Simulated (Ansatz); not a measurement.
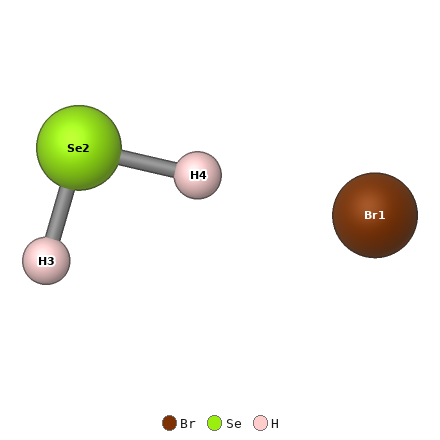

The system is the pair Br···H₂Se, charge −1; the picture shows the reference structure. First axis: separation of H4 and Br1 along their line in the relaxed pair. Second axis: sideways slip of Br1. Nothing is relaxed (both partners rigid). The scan uses a 13 × 13 grid. Points are written as (first, second). Energies are in kJ/mol, from the lowest grid point. Theory: RKS BHLYP-D4/def2-TZVPD (Ansatz).

Its coordinates:

```yaml
atoms:
  - { symbol: Br, position_ang: [-0.6533, -1.3657, -1.9790] }
  - { symbol: Se, position_ang: [0.4602, 1.0905, 0.6431] }
  - { symbol: H, position_ang: [0.1805, 0.1733, 1.7411] }
  - { symbol: H, position_ang: [0.0125, 0.1018, -0.4052] }
```

Range: separation of H4 and Br1 along their line in the relaxed pair from 1.892 to 3.892 Å; sideways slip of Br1 from −2.20 to 2.20 Å.

What will the energy surface look like?

Answer. The lowest grid point is at (2.322 Å, 0.00 Å). No other kind of well shows on this grid. The highest grid point, (3.892 Å, −2.20 Å), lies 36.9 kJ/mol above the lowest. Round the minimum the two coordinates are nearly uncoupled.

```csv
"second ↓, first →",1.892,1.954,2.055,2.179,2.322,2.479,2.650,2.832,3.026,3.229,3.442,3.663,3.892
2.20,15.5,15.9,16.7,18.0,19.7,21.7,23.8,26.1,28.3,30.4,32.3,34.0,35.6
1.83,12.0,12.1,12.5,13.6,15.3,17.5,20.0,22.7,25.4,28.0,30.4,32.5,34.4
1.47,9.6,8.9,8.6,9.2,10.8,13.1,16.1,19.3,22.5,25.6,28.4,31.0,33.2
1.10,8.8,7.1,5.5,5.3,6.5,8.9,12.2,15.9,19.7,23.3,26.6,29.5,32.1
0.73,10.0,6.8,3.7,2.3,3.0,5.4,8.9,13.0,17.3,21.4,25.1,28.4,31.2
0.37,12.2,7.7,3.1,0.6,0.8,3.0,6.7,11.1,15.7,20.1,24.2,27.7,30.7
0.00,13.4,8.3,3.0,0.1,0.0,2.2,5.9,10.5,15.2,19.7,23.9,27.5,30.5
−0.37,12.1,7.6,3.0,0.6,0.8,3.1,6.8,11.2,15.9,20.3,24.3,27.9,30.9
−0.73,9.7,6.6,3.6,2.3,3.1,5.6,9.2,13.3,17.7,21.8,25.5,28.8,31.6
−1.10,8.3,6.8,5.4,5.4,6.8,9.3,12.7,16.5,20.3,23.9,27.2,30.2,32.7
−1.47,9.3,8.9,8.8,9.6,11.4,13.9,16.9,20.2,23.4,26.5,29.3,31.8,34.0
−1.83,12.5,12.7,13.4,14.6,16.5,18.8,21.3,24.0,26.7,29.2,31.5,33.6,35.4
−2.20,17.0,17.6,18.5,19.9,21.6,23.5,25.7,27.8,29.9,31.9,33.8,35.4,36.9
```

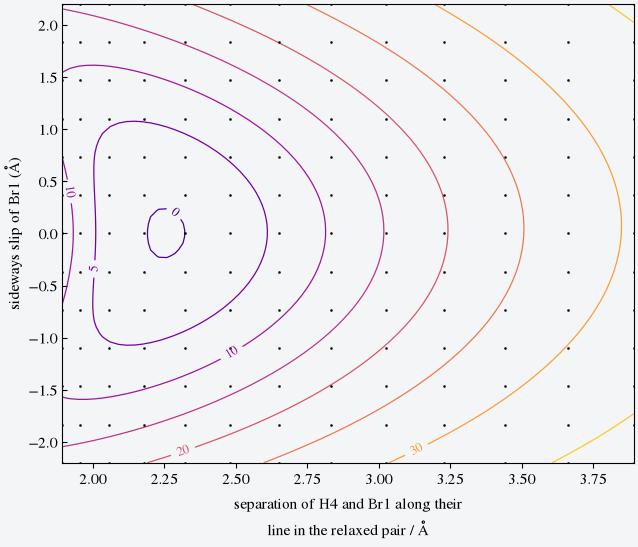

Drawn: contour lines labelled in kJ/mol, dots at the grid points. Between grid points the surface is interpolated.

Each point was launched as `ansatz run input.yaml --threads 1 --pin off --max-ram 2560MiB --backend cpu --events-out ev --progress --plain --runs-dir out`. The whole map (169 points run) took 8.7 min on 1 thread of Intel(R) Xeon(R) 6975P-C (Granite Rapids), with other jobs on the host.
